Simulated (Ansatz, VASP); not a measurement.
# Cross-check of PtSe2 (1T-PtSe2 monolayer) between VASP and Ansatz, part 2 of 2

Aim: how closely do two programs agree when they are given the same cell, functional and k mesh?  Valence electrons are named where the data sets of a main pair hold unlike numbers.

VASP 6.6.1 and Ansatz 0.2.0.

So far: Set-up; VASP: band structure, PBE with D3(BJ), spin-orbit coupling.

## Step 3: Ansatz: band structure, PBE with D3(BJ), spin-orbit coupling

Level of this step: Ansatz beside VASP: Kohn-Sham DFT, plane waves, PBE with D3(BJ), spin-orbit coupling (Ansatz).

Ansatz runs on its fully relativistic PAW (standard-fr) files.

The same cell, functional, mesh and smearing now go to Ansatz, which takes its cutoff from its data sets.

Input file input.yaml:

```yaml
crystal:
  lattice:
    - [3.7028369179, 0.0, 0.0]
    - [-1.851418459, 3.206750837, 0.0]
    - [0.0, 0.0, 22.0]
  atoms:
    - { symbol: Pt, position: [0.0, 0.0, 0.5] }
    - { symbol: Se, position: [0.3333333333, 0.6666666667, 0.439697905] }
    - { symbol: Se, position: [0.6666666667, 0.3333333333, 0.560302095] }
hamiltonian:
  xc: pbe
  pseudopotentials: { kind: paw_fr }
  dispersion: d3bj
magnetization:
  noncollinear: true
  spin_orbit: true
kpoints:
  mp_grid: { grid: [9, 9, 1] }
  band_path:
    path:
      - [0.0, 0.0, 0.0]
      - [0.03846, 0.0, 0.0]
      - [0.07692, 0.0, 0.0]
      - [0.15385, 0.0, 0.0]
      - [0.19231, 0.0, 0.0]
      - [0.23077, 0.0, 0.0]
      - [0.26923, 0.0, 0.0]
      - [0.30769, 0.0, 0.0]
      - [0.34615, 0.0, 0.0]
      - [0.42308, 0.0, 0.0]
      - [0.46154, 0.0, 0.0]
      - [0.5, 0.0, 0.0]
      - [0.48718, 0.02564, 0.0]
      - [0.47436, 0.05128, 0.0]
      - [0.44872, 0.10256, 0.0]
      - [0.4359, 0.12821, 0.0]
      - [0.41026, 0.17949, 0.0]
      - [0.39744, 0.20513, 0.0]
      - [0.37179, 0.25641, 0.0]
      - [0.35897, 0.28205, 0.0]
      - [0.34615, 0.30769, 0.0]
      - [0.33333, 0.33333, 0.0]
      - [0.30769, 0.30769, 0.0]
      - [0.25641, 0.25641, 0.0]
      - [0.23077, 0.23077, 0.0]
      - [0.20513, 0.20513, 0.0]
      - [0.15385, 0.15385, 0.0]
      - [0.12821, 0.12821, 0.0]
      - [0.07692, 0.07692, 0.0]
      - [0.05128, 0.05128, 0.0]
      - [0.0, 0.0, 0.0]
    npoints: 1
scf:
  occupations: { method: gaussian, width: 0.03 }
  n_extra_bands: 14
efield:
  axis: 3
  dipole_correction: true
  ramp_width: 0.04
output:
  forces: true
  eigenvalues: true
```

On the command line:

```console
$ ansatz run input.yaml --threads 4 --pin off --max-ram 9216MiB --backend cpu --events-out ev --progress --plain --runs-dir out
```

Numbers of over 12 decimals in the logs are rounded to 6 here.

What it wrote:

```text
scf.n_extra_bands = 14 over 50 filled bands (N_el = 50.0): the run solves 64 bands
Engine: ansatz 0.2.0, aarch64-unknown-linux-gnu
Pseudopotentials: kind: paw_fr
Pseudopotential: Pt, paw_fr, valence charge 18, recommended cutoff 420 eV (normal), Pt.paw.azcp#standard-fr
Pseudopotential: Se, paw_fr, valence charge 16, recommended cutoff 420 eV (normal), Se.paw.azcp#standard-fr
Functional definition: PBE
  parameter kappa = 0.804
  parameter beta = 0.066725
  exchange = pbe_x(kappa = kappa, mu = beta*pi^2/3)
  correlation = pbe_c(beta = beta)
non-collinear run that drives no moment, with spin-orbit: no starting moment large enough to seed its density (crystal.atoms[].spin), no starting occupations that ask for one, no magnetisation constraint and no magnetic field, so the semilocal B_xc is pinned to zero
Crystal: 3 atoms, lattice volume = 261.230 Å³
Basis set: ecut = 420 eV, 5137 PW (Γ), exchange–correlation on 50×50×300 points (8 copies of the dense FFT grid, shifted against one another)
Bands: 64, of which v1, the nominal top of the filled ones, is band 50 counted from 1 (49 counted from 0)
Symmetry: 6 space group operations + 6 with time reversal
k-points: 12 of 81 (time reversal used)
Projection manifold: j_resolved (fully-relativistic pseudo-atomic orbitals)
Non-local potential: Pt, projectors of the file, l = 0: 3, l = 1: 4, l = 2: 4, l = 3: 2
Non-local potential: Se, projectors of the file, l = 0: 2, l = 1: 4, l = 2: 6, l = 3: 2
PAW form: soft (Blöchl's): semilocal exchange-correlation on the pseudo side does not see the compensation charge
PAW one-centre angular grid: Pt, 590 points (default); XC on 64 Gauss nodes
PAW one-centre angular grid: Se, 590 points (default); XC on 96 Gauss nodes
Initial density: superposition of atomic densities (neutral atoms: chi_scale 0, normalization atom)
Initial wavefunctions: pseudopotential atomic-orbital guess
Functional: x = pbe(κ = 0.804, μ = 0.219515), c = pbe(β = 0.066725)
SCF iter   1: F=—  HF=-23499.011888 eV  |F-HF|=—  |Δ(HF+E_count)|=         —  Δρ=4.08e-2  dr2=4.59e0  dr2_m=0.00e0 (ungated)  ethr=3.10e-3  |M|=0.00e0 ∫|m|=0.00e0 μB  |m|>n=0.0e0 m-floor=0.0e0 τ_xc=0.0e0  β_m=0.30  p=0.000 e·Å  D=2.61e-14 V/Å  ΔV_dip=-0.00 eV  dr2_dipole=1.12e-7  V_vac-E_F(+/−)=4.74/4.74 eV  ⟨swp⟩=12.2  Hψ=4502  notcnv=0  defer=9
efield: sawtooth ramp at fractional position 0.9800 (placed from the atoms, in the widest stretch of the axis that holds none; the zero of the levels goes with the place), width 0.0400; the density the first Hamiltonian is built on has a dipole p = 0.000 e·Å; the dipole correction subtracts the counter field D = 2.61e-14 V/Å, which shifts the + side's vacuum level by -0.00 eV against the − side's; the planar-averaged density in the ramp window peaks in size at 1.2e-5 e/Å³
preconditioner: auto → Resta (q_TF=auto, 2.071 Å⁻¹)  ε∞=2.1  [insulator: Δε(μ)=1.506 eV  Ē_g=10.200 eV  σ=0.030 eV  W_gap=1.00  n_scr=44 (ndim 8)  ℏωp=10.8 eV  f_vac=0.720  D(μ)=0.00/eV (n_scr^D=0)  ε∞_Penn≈2.1  vacuum switching on, ρ_ref=7.5e-3 e/Å³]
spin=Noncollinear: Resta preconditioning applied to the charge; magnetization (m_x, m_y, m_z) channels mix plain (no charge-response kernel on spin).
SCF iter   2: F=—  HF=-23498.239877 eV  |F-HF|=—  |Δ(HF+E_count)|=   7.72e-1  Δρ=1.55e-2  dr2=3.34e-1  dr2_m=0.00e0 (ungated)  ethr=3.10e-3  |M|=0.00e0 ∫|m|=0.00e0 μB  |m|>n=0.0e0 m-floor=0.0e0 τ_xc=0.0e0  β_m=0.30  p=-0.000 e·Å  D=-6.27e-5 V/Å  ΔV_dip=0.00 eV  dr2_dipole=7.40e-8  V_vac-E_F(+/−)=5.33/5.33 eV  ⟨swp⟩=2.9  Hψ=1214  notcnv=0  defer=120
SCF iter   3: F=—  HF=-23498.203619 eV  |F-HF|=—  |Δ(HF+E_count)|=   3.63e-2  Δρ=1.16e-2  dr2=1.34e-1  dr2_m=0.00e0 (ungated)  ethr=6.69e-4  |M|=0.00e0 ∫|m|=0.00e0 μB  |m|>n=0.0e0 m-floor=0.0e0 τ_xc=0.0e0  β_m=0.58  p=-0.000 e·Å  D=-1.58e-5 V/Å  ΔV_dip=0.00 eV  dr2_dipole=3.82e-9  V_vac-E_F(+/−)=5.14/5.14 eV  ⟨swp⟩=2.0  Hψ=840  notcnv=0  defer=120
SCF iter   4: F=—  HF=-23498.186903 eV  |F-HF|=—  |Δ(HF+E_count)|=   1.67e-2  Δρ=2.22e-3  dr2=6.07e-3  dr2_m=0.00e0 (ungated)  ethr=2.69e-4  |M|=0.00e0 ∫|m|=0.00e0 μB  |m|>n=0.0e0 m-floor=0.0e0 τ_xc=0.0e0  β_m=0.60  p=-0.000 e·Å  D=-1.39e-4 V/Å  ΔV_dip=0.00 eV  dr2_dipole=2.51e-6  V_vac-E_F(+/−)=4.92/4.92 eV  ⟨swp⟩=2.1  Hψ=883  notcnv=0  defer=120
SCF iter   5: F=—  HF=-23498.186472 eV  |F-HF|=—  |Δ(HF+E_count)|=   4.30e-4  Δρ=2.94e-4  dr2=2.80e-4  dr2_m=0.00e0 (ungated)  ethr=1.21e-5  |M|=0.00e0 ∫|m|=0.00e0 μB  |m|>n=0.0e0 m-floor=0.0e0 τ_xc=0.0e0  β_m=0.74  p=0.001 e·Å  D=4.59e-4 V/Å  ΔV_dip=-0.01 eV  dr2_dipole=2.88e-5  V_vac-E_F(+/−)=4.86/4.87 eV  ⟨swp⟩=2.0  Hψ=947  notcnv=0  defer=120
SCF iter   6: F=—  HF=-23498.186775 eV  |F-HF|=—  |Δ(HF+E_count)|=   3.03e-4  Δρ=3.26e-4  dr2=2.39e-3  dr2_m=0.00e0 (ungated)  ethr=5.60e-7  |M|=0.00e0 ∫|m|=0.00e0 μB  |m|>n=0.0e0 m-floor=0.0e0 τ_xc=0.0e0  β_m=0.74  p=-0.003 e·Å  D=-1.95e-3 V/Å  ΔV_dip=0.04 eV  dr2_dipole=5.01e-4  V_vac-E_F(+/−)=4.88/4.84 eV  ⟨swp⟩=2.5  Hψ=978  notcnv=0  defer=120
SCF iter   7: F=—  HF=-23498.186565 eV  |F-HF|=—  |Δ(HF+E_count)|=   2.11e-4  Δρ=4.07e-5  dr2=5.30e-6  dr2_m=0.00e0 (ungated)  ethr=5.60e-7  |M|=0.00e0 ∫|m|=0.00e0 μB  |m|>n=0.0e0 m-floor=0.0e0 τ_xc=0.0e0  β_m=0.69  p=0.000 e·Å  D=3.90e-5 V/Å  ΔV_dip=-0.00 eV  dr2_dipole=3.33e-7  V_vac-E_F(+/−)=4.86/4.86 eV  ⟨swp⟩=2.0  Hψ=856  notcnv=0  defer=120
SCF iter   8: F=—  HF=-23498.186604 eV  |F-HF|=—  |Δ(HF+E_count)|=   3.94e-5  Δρ=1.35e-5  dr2=4.61e-7  dr2_m=0.00e0 (ungated)  ethr=1.06e-8  |M|=0.00e0 ∫|m|=0.00e0 μB  |m|>n=0.0e0 m-floor=0.0e0 τ_xc=0.0e0  β_m=0.78  p=-0.000 e·Å  D=-9.98e-6 V/Å  ΔV_dip=0.00 eV  dr2_dipole=1.23e-8  V_vac-E_F(+/−)=4.86/4.86 eV  ⟨swp⟩=2.5  Hψ=1264  notcnv=0  defer=120
SCF iter   9: F=-23498.186605 eV  HF=-23498.186605 eV  |F-HF|=2.04e-8  |Δ(HF+E_count)|=   7.71e-7  Δρ=2.92e-6  dr2=2.87e-8  dr2_m=0.00e0 (ungated)  ethr=2.00e-10  |M|=0.00e0 ∫|m|=0.00e0 μB  |m|>n=0.0e0 m-floor=0.0e0 τ_xc=0.0e0  p=0.000 e·Å  D=2.26e-6 V/Å  ΔV_dip=-0.00 eV  dr2_dipole=5.65e-10  V_vac-E_F(+/−)=4.86/4.86 eV  ⟨swp⟩=16.9  Hψ=4208  notcnv=0
SCF 1 converged in 9 iterations: F = -23498.186605 eV  dr2 = 2.87e-8
  greatest PAW one-centre occupation: 1.000 electrons in one spin orbital (limit 2), on the Pt atom at site 0 (counted from 0), in its partial waves of l = 0
NSCF: frozen V_eff on 31 k-points
efield: sawtooth ramp at fractional position 0.9800 (kept from the solve that this one continues, or follows in the run), width 0.0400; the density the first Hamiltonian is built on has a dipole p = 0.000 e·Å; the dipole correction subtracts the counter field D = 2.26e-6 V/Å, which shifts the + side's vacuum level by -0.00 eV against the − side's; the planar-averaged density in the ramp window peaks in size at 1.2e-5 e/Å³
SCF converged after 9 iterations
Magnetization: |M| = 0.0000 μB,  M = (+0.0000, +0.0000, +0.0000) μB
Absolute magnetization: 0.0000 μB (∫|m|)
  site 0: m = (+0.0000, +0.0000, +0.0000) μB, |m| = 0.0000 μB  (R = 1.04 Å)
  site 1: m = (+0.0000, +0.0000, +0.0000) μB, |m| = 0.0000 μB  (R = 1.04 Å)
  site 2: m = (+0.0000, +0.0000, +0.0000) μB, |m| = 0.0000 μB  (R = 1.04 Å)
Free energy (F): -23498.186605 eV
Harris-Foulkes:  -23498.186605 eV  (|F-HF|=2.04e-8)
Internal energy: -23498.186605 eV  (E = F + TS)
E sigma→0 (E₀):  -23498.186605 eV
Fermi energy:    -0.687509 eV
Dipole field:    D = -0.000026 V/Å  (p = -0.000037 e·Å, saw-weighted, corrected)
Work function:   Φ+ = 4.8563 eV   Φ− = 4.8557 eV
Levels:          The Fermi level and band energies are counted from a zero that moves with the ramp; work functions are not
--- Per-component energies (eV) ---
  E_band       = -1645.335104
  E_kinetic    = 873.244762
  E_local      = -53217.743000  (includes V_loc(G=0)·N_el)
  E_nonlocal   = -1002.346246
  E_hartree    = 26024.344004
  E_xc         = -470.010568
  E_vxc        = -498.973880  (∫ρ·V_xc dr)
  E_paw        = -13304.763434  (= ΣΔE_a)
  E_vpaw       = 151.786657  (= ΣTr[D̂ρ^β])
  E_aug_tail   = -0.001020  (compensation charges beyond the density's cutoff)
  E_efield     = 0.000000  (sawtooth field / dipole correction)
  E_vefield    = 0.000000  (∫n·V_field dr)
  E_ewald      = 17599.987175
  E_disp       = -0.898278  (pairwise vdW)
  E_smearing   = -0.000000  (= −TS)
  E_closure    = 0.000000  (closes the sum)
  Σ components = -23498.186605   (vs F -23498.186605, Δ=0.00e0)
--- Forces (eV/Å), atoms counted from 1 ---
  atom   1  Pt     0.00000000    -0.00000000    -0.00000188
  atom   2  Se    -0.00000000     0.00000000    -0.02070983
  atom   3  Se     0.00000000     0.00000000     0.02071077
  max |Σ_I F_I| component: 9.44e-7 eV/Å
--- Band table (eV; the first three rows and the last of 12) ---
  k-point 0: bands = [... 46 lower, -1.6438, -1.6438, -1.2754, -1.2754, 1.4639, 1.4639, 1.5052, 1.5052, ... 10 higher]
  k-point 1: bands = [... 46 lower, -1.6459, -1.6459, -1.3391, -1.3391, 0.6950, 0.6950, 1.2996, 1.2996, ... 10 higher]
  k-point 2: bands = [... 46 lower, -1.7561, -1.7560, -1.5172, -1.5172, -0.0982, -0.0982, 1.0817, 1.0817, ... 10 higher]
  k-point 11: bands = [... 46 lower, -2.5294, -2.5293, -2.3430, -2.3430, 0.3003, 0.3003, 0.3143, 0.3143, ... 10 higher]
```

Wall time 37 s (4 threads of Arm Neoverse V2, shared host); peak memory 1.5 GiB.

The column dr2 measures how far the density is from self-consistency, as an energy; F and HF (Harris–Foulkes) agree once it is small.

## Step 4: Differences

Known differences besides the potentials themselves: spin-orbit coupling enters by fully relativistic files in Ansatz and inside the spheres in VASP; the data sets hold 50 valence electrons in Ansatz (on its fully relativistic PAW (standard-fr) files) and 22 in VASP; the cutoff is 420 eV in Ansatz and 350 eV in VASP (PREC = Normal). Total energies have different zeros and are not compared.

Compared:

```tsv
quantity	Ansatz	VASP	difference
gap over the path points (eV)	1.174	1.155	+0.019
```

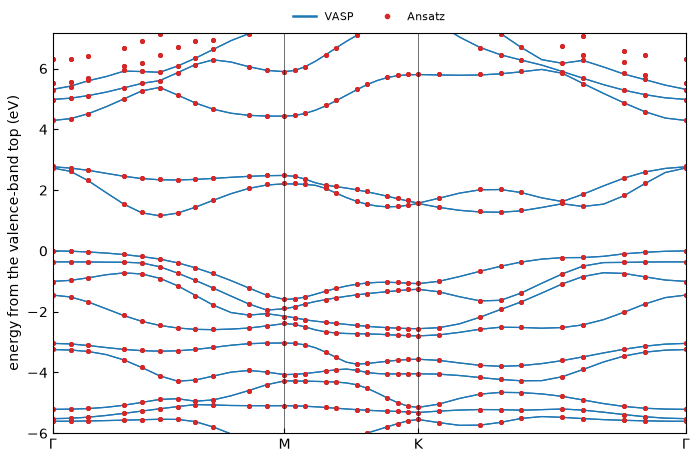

Bands from VASP (lines) and levels from Ansatz (dots). Dots without a line are higher empty bands that the VASP plot leaves out.

Levels at points of the path, from each program's valence-band top (eV; 8 filled, then empty):

```tsv
k (reciprocal lattice)	Ansatz	VASP
0.000 0.000 0.000	-1.44 -1.44 -1.01 -1.01 -0.37 -0.37 0.00 0.00 2.74 2.74 2.78 2.78 4.29 4.29	-1.45 -1.45 -1.00 -1.00 -0.36 -0.36 0.00 0.00 2.73 2.73 2.77 2.77 4.29 4.29
0.038 0.000 0.000	-1.51 -1.51 -0.97 -0.97 -0.37 -0.37 -0.01 -0.01 2.63 2.63 2.74 2.74 4.35 4.35	-1.52 -1.52 -0.97 -0.97 -0.36 -0.36 -0.01 -0.01 2.62 2.62 2.73 2.73 4.35 4.35
0.077 0.000 0.000	-1.67 -1.67 -0.89 -0.89 -0.37 -0.37 -0.03 -0.03 2.32 2.32 2.66 2.66 4.51 4.51	-1.68 -1.68 -0.89 -0.89 -0.36 -0.36 -0.04 -0.04 2.31 2.31 2.65 2.65 4.51 4.51
0.154 0.000 0.000	-2.12 -2.12 -0.73 -0.73 -0.37 -0.37 -0.12 -0.12 1.55 1.55 2.47 2.47 5.00 5.00	-2.13 -2.13 -0.72 -0.72 -0.37 -0.37 -0.12 -0.12 1.53 1.53 2.45 2.45 5.00 5.00
0.192 0.000 0.000	-2.31 -2.31 -0.77 -0.77 -0.39 -0.39 -0.18 -0.18 1.27 1.27 2.39 2.39 5.26 5.26	-2.32 -2.32 -0.76 -0.76 -0.40 -0.40 -0.19 -0.19 1.25 1.25 2.38 2.38 5.26 5.26
0.231 0.000 0.000	-2.44 -2.44 -0.91 -0.91 -0.52 -0.52 -0.26 -0.26 1.17 1.17 2.35 2.35 5.37 5.37	-2.45 -2.45 -0.90 -0.90 -0.52 -0.52 -0.27 -0.27 1.16 1.16 2.34 2.34 5.38 5.38
0.269 0.000 0.000	-2.53 -2.53 -1.15 -1.15 -0.73 -0.73 -0.38 -0.38 1.26 1.26 2.35 2.35 5.13 5.13	-2.54 -2.54 -1.15 -1.15 -0.73 -0.73 -0.39 -0.39 1.24 1.24 2.33 2.33 5.13 5.13
0.308 0.000 0.000	-2.57 -2.57 -1.47 -1.47 -0.97 -0.97 -0.55 -0.55 1.46 1.46 2.36 2.36 4.87 4.87	-2.58 -2.58 -1.46 -1.46 -0.97 -0.97 -0.56 -0.56 1.44 1.44 2.35 2.35 4.87 4.87
0.346 0.000 0.000	-2.58 -2.58 -1.78 -1.78 -1.22 -1.22 -0.74 -0.74 1.69 1.69 2.40 2.40 4.67 4.67	-2.59 -2.59 -1.78 -1.78 -1.22 -1.22 -0.75 -0.75 1.66 1.66 2.38 2.38 4.66 4.66
0.423 0.000 0.000	-2.53 -2.53 -2.11 -2.11 -1.75 -1.75 -1.21 -1.21 2.08 2.08 2.47 2.47 4.47 4.47	-2.54 -2.54 -2.11 -2.11 -1.75 -1.75 -1.22 -1.22 2.06 2.06 2.45 2.45 4.46 4.46
```

At this near-relaxed geometry the largest component of a force difference is 13 meV/Å. Among the levels compared at these points, filled levels agree within 18 meV and empty ones within 21 meV. With vacuum in the cell, a pressure given here is an average over mostly empty space and none of the material.

## Step 5: What came out

```
largest difference of a filled level at the path points (band structure, PBE with D3(BJ), spin-orbit coupling) : 18 meV
r.m.s. force difference (band structure, PBE with D3(BJ), spin-orbit coupling)                                 : 6.3 meV/Å
```

**Reading.** The r.m.s. force difference is 6.3 meV/Å (band structure, PBE with D3(BJ), spin-orbit coupling), within the 12 meV/Å picked in this series as the mark of a large difference. The data sets hold unlike numbers of valence electrons (50 in Ansatz and 22 in VASP), so part of the differences comes from the potentials. 2 further runs of this series are not shown here. How closely two codes agree says nothing of how well the functional describes the real material.

[Lines on the potential files, build, host, timing and source positions are cut from VASP's logs without a mark.]

[Logs are printed without paths, hosts, clocks, repeated set-up lines and the standing remarks that a program may print on its own settings, such as how far it seeks lower states.]

[Hosts, paths, dates, database ids (printed as entryN), source tags and the programs' standing remarks are cut or masked in the printed files.]
